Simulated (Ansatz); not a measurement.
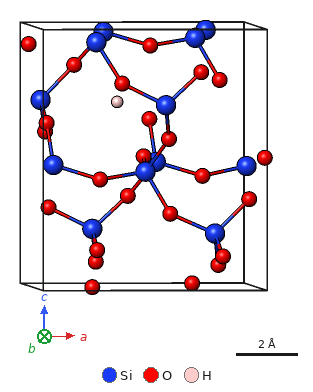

This is the input geometry for a relaxation of a defect cell of composition Si$_{12}$HO$_{24}$ (cell charge −1). Style: ball-and-stick. Shown: the cell of the calculation (origin shifted), from a free direction.

Case: H interstitial, charge -1, atoms relaxed at the host's cell. The atoms of the start lie slightly off their symmetric places, so part of the fall in energy undoes that.

These are results of Ansatz, DFT PBE, scalar-relativistic, plane waves, PAW, not measurements.

Settings: plane-wave cutoff 420 eV; k-point mesh 2 × 2 × 2; occupations gaussian; smearing width 0.01 eV; mesh shifted by (0.5, 0.5, 0.5); no spin polarisation; atoms relaxed in a fixed cell; force threshold 0.025 eV/Å; at most 45 steps.

```
CELL_PARAMETERS angstrom
2.51002 4.34748 -5.50947
2.51002 4.34748 5.50947
7.53006 -4.34748 0.00000
ATOMIC_POSITIONS crystal
Si 0.77141 0.75935 0.00354
Si 0.02308 0.00577 0.49863
Si 0.26834 0.26256 0.99982
Si 0.51478 0.51394 0.50465
Si 0.04861 0.69924 0.26186
Si 0.29790 0.95451 0.76005
Si 0.54050 0.20513 0.26410
Si 0.78951 0.45071 0.76701
Si 0.95963 0.28046 0.23625
Si 0.20837 0.53982 0.74158
Si 0.46332 0.78872 0.24316
Si 0.71433 0.03161 0.73938
O 0.77252 0.55955 0.92795
O 0.03079 0.80677 0.42311
O 0.28384 0.06889 0.91755
O 0.52194 0.31859 0.42216
O 0.29948 0.42443 0.87465
O 0.55172 0.67464 0.37889
O 0.80301 0.91530 0.87317
O 0.05186 0.15865 0.36491
O 0.99978 0.46394 0.71426
O 0.25792 0.70700 0.20806
O 0.50689 0.95428 0.70603
O 0.74950 0.20873 0.20825
O 0.06843 0.26359 0.07528
O 0.31591 0.52184 0.58038
O 0.57756 0.77474 0.08557
O 0.82792 0.01300 0.58139
O 0.97279 0.49065 0.28923
O 0.21602 0.74917 0.79524
O 0.46328 0.99767 0.29739
O 0.71771 0.24062 0.79513
O 0.93302 0.79037 0.12897
O 0.18402 0.04287 0.62416
O 0.42404 0.29381 0.13042
O 0.66783 0.54289 0.63822
H 0.83786 0.32825 0.50210
```

Where does the relaxation end?

Over 21 accepted moves (22 points after the start) the energy falls by 2.094 eV per cell of the calculation. Largest force component: 2.2 eV/Å at the start, 0.016 eV/Å at the end. 1 step only repeated the SCF at the same geometry. The largest move is that of O29, 0.93 Å roughly along [3 0 −1]. Largest moves by element: O 0.93 Å, H 0.81 Å, Si 0.34 Å. The cell doesn't change. Among the contacts that change: Si9–H37 2.521 → 1.524 Å, Si9–O25 1.628 → 1.769 Å, Si9–O24 1.626 → 1.701 Å, Si9–O20 1.632 → 1.706 Å. New bonds form, among them: Si9–H37 (2.52 → 1.52 Å). Among the angles between lasting bonds that change: O24–Si9–O25 108.5° → 88.5°, O25–Si9–O29 109.4° → 89.7°, Si7–O24–Si9 148.3° → 129.4°.

Step by step:

```
step  E − E(0), meV/atom  largest force component, eV/Å                         note
   0                0.00                         2.1709                             
   1               -7.31                         1.8781                             
   2              -20.40                         0.6643                             
   3              -25.17                         0.2149                             
   4              -25.76                         0.1853                             
   5              -26.10                         0.1196                             
   6              -26.52                         0.1167                             
   7              -27.03                         0.2498                             
   8              -29.54                         1.0425                             
   9              -35.71                         1.2388                             
  10              -43.42                         1.0850                             
  11              -46.29                         1.5646                             
  12              -52.43                         0.3266                             
  13              -52.53                         0.2309                             
  14              -53.17                         0.0954                             
  15              -53.68                         0.1023                             
  16              -53.93                         0.3408                             
  17              -55.23                         0.1610                             
  18              -56.03                         0.3490                             
  19              -56.35                         0.3771                             
  20              -56.59                         0.0314                             
  21              -56.59                         0.0318  same geometry, SCF repeated
  22              -56.60                         0.0164
```

The end point in the same view:

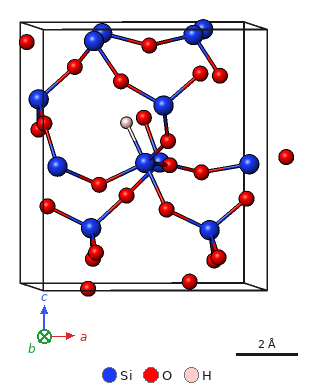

Limits of the set-up: the periodic images lie only 7.5 Å apart, so the values are limited by the cell's size; the cell is charged, on a uniform background, and energies carry no finite-size correction.
